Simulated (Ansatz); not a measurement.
**Frequency calculation, with input and output: AlSiH₅Cl₂**

System: AlSiH₅Cl₂.
Method: RKS PBE0/cc-pVDZ (Ansatz 0.2.0).

It belongs to a series of runs on one base structure; here: vibrations at the highest image of the band.

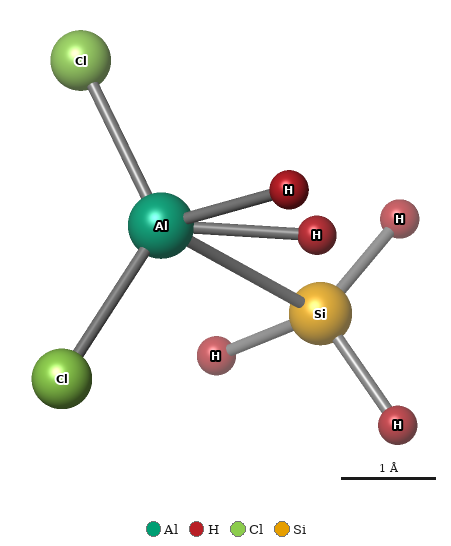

The input geometry (ball-and-stick view, seen at a tilt). Sticks mark near contacts. Bond lengths as drawn: Al–Cl 2.11 Å, Al–H 1.66 to 1.72 Å, Al–Si 2.63 Å and H–Si 1.50 Å.

**The input**
```yaml
crystal:
  periodic: [false, false, false]
  atoms:
    - { symbol: Al, position_ang: [-0.059539, -0.212442, -0.027984] }
    - { symbol: H, position_ang: [0.264676, 0.401549, 1.54565] }
    - { symbol: Cl, position_ang: [1.606182, 0.077819, -1.294872] }
    - { symbol: Cl, position_ang: [-2.083157, 0.113634, -0.540297] }
    - { symbol: Si, position_ang: [0.138016, -2.611999, 1.018408] }
    - { symbol: H, position_ang: [-0.208213, -3.272559, -0.287848] }
    - { symbol: H, position_ang: [1.507507, -3.046387, 1.439718] }
    - { symbol: H, position_ang: [-0.874726, -3.011406, 2.046895] }
    - { symbol: H, position_ang: [0.251152, -0.731909, 1.522231] }
basis:
  gaussian: { orbitals: cc-pVDZ }
hamiltonian:
  xc: pbe0
phonons: {}
```

Hardware: 2 threads of Intel Xeon @ 2.50GHz (Skylake/Cascade Lake), 189 GiB of memory available, shared host.

Launch command:
```bash
ansatz run input.yaml --threads 2 --pin off --max-ram 3072MiB --backend cpu --events-out ev --progress --plain --runs-dir out
```

**Output**
```
Engine: ansatz 0.2.0, x86_64-unknown-linux-gnu
Functional definition: PBE0
  parameter a = 0.25
  parameter kappa = 0.804
  parameter beta = 0.06672455060314922
  exchange = (1 - a)*pbe_x(kappa = kappa, mu = beta*pi^2/3) + a*exact_x
  correlation = pbe_c(beta = beta)
1083 factors; integrals over basis functions are off by at most 3.7e-4 eV
mean field evaluation 1: about -39587.4916 eV, gradient 1.6e1 eV
mean field evaluation 2: about -39587.6506 eV, gradient 1.4e1 eV
mean field evaluation 4: about -39588.2422 eV, gradient 4.9e-1 eV
mean field evaluation 8: about -39588.2639 eV, gradient 1.5e-2 eV
mean field -39588.26387459 eV, -1454.8418635020 hartree, gradient 4.6e-5 eV, S^2 0.000000; 0 other end points of the search recorded, 0 dependent functions left out
the calculation of the forces begins
reference -39588.26390677 eV, -1454.8418646847 hartree; 33, 33 occupied and 64, 64 virtual orbitals, 1083 factors
these checks for a lower state are left out or cut short: stability, starts, cluster_reference, orbital_swaps, neighbouring_geometries, increment
1083 factors; integrals over basis functions are off by at most 3.7e-4 eV
mean field evaluation 16: about -39588.2427 eV, gradient 1.2e-1 eV
mean field -39588.26379076 eV, -1454.8418604216 hartree, gradient 1.7e-6 eV, S^2 0.000000; 0 other end points of the search recorded, 0 dependent functions left out
[... from here on the field's lines of each further geometry are left out, up to the last ...]
the calculation of the forces begins
reference -39588.26387567 eV, -1454.8418635419 hartree; 33, 33 occupied and 64, 64 virtual orbitals, 1083 factors
these checks for a lower state are left out or cut short: stability, starts, cluster_reference, orbital_swaps, neighbouring_geometries, increment
1083 factors; integrals over basis functions are off by at most 3.8e-4 eV
mean field -39588.26384009 eV, -1454.8418622344 hartree, gradient 1.7e-6 eV, S^2 0.000000; 0 other end points of the search recorded, 0 dependent functions left out
the calculation of the forces begins
reference -39588.26387227 eV, -1454.8418634170 hartree; 33, 33 occupied and 64, 64 virtual orbitals, 1083 factors
WARN: phonons: modes at or below zero, which the zero-point energy, F, S and C_V leave out: 1, the lowest at -1238.61 cm⁻¹. A minimum has none, and a first-order saddle one
Total energy: -39588.26390677 eV, -1454.8418646847 hartree
Atom 0 at    -0.059539    -0.212442    -0.027984 Å, force    -0.001646     0.001261    -0.000403 eV/Å
Atom 1 at     0.264676     0.401549     1.545650 Å, force     0.001638    -0.001762     0.001293 eV/Å
Atom 2 at     1.606182     0.077819    -1.294872 Å, force    -0.000088    -0.000138    -0.000577 eV/Å
Atom 3 at    -2.083157     0.113634    -0.540297 Å, force    -0.000803    -0.000358     0.000354 eV/Å
Atom 4 at     0.138016    -2.611999     1.018408 Å, force    -0.002763    -0.000132    -0.005325 eV/Å
Atom 5 at    -0.208213    -3.272559    -0.287848 Å, force     0.002350    -0.001027     0.002405 eV/Å
Atom 6 at     1.507507    -3.046387     1.439718 Å, force     0.000854    -0.000249     0.001998 eV/Å
Atom 7 at    -0.874726    -3.011406     2.046895 Å, force    -0.001123     0.000309    -0.000384 eV/Å
Atom 8 at     0.251152    -0.731909     1.522231 Å, force     0.001582     0.002096     0.000637 eV/Å
Dipole moment:     0.074393    -0.188756     0.369034 e Å
Vibrations: -1238.61 69.22 78.93 117.15 166.67 333.92 391.36 408.88 469.01 479.05 612.42 801.31 901.88 908.75 927.39 1072.72 1610.41 1865.84 2182.13 2217.92 2231.11 cm⁻¹, zero-point energy 1.106315 eV
```

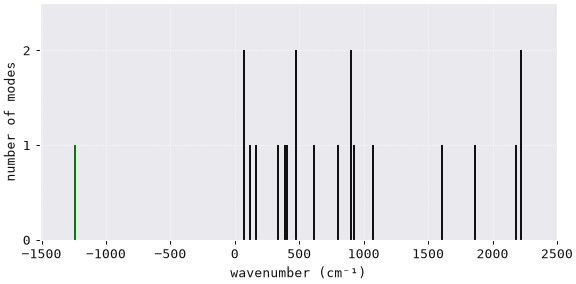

Harmonic vibrational wavenumbers from the force constants; neighbouring modes closer than 16 cm⁻¹ are counted in one stick, and imaginary ones are drawn at negative wavenumbers. 21 modes from 1239i to 2231 cm⁻¹, 1 imaginary beyond 8i (1239i cm⁻¹): a first-order saddle point, if the geometry is stationary.

**Results in brief**

| quantity | value |
| --- | --- |
| outcome | converged |
| total energy | −39588.2639 eV |
| mean-field energy | −39588.2639 eV |
| largest force (length of the vector) | 0.006 eV/Å |
| wall time | 4.3 min (CPU time 8.1 min) |
| peak memory | 0.24 GiB |
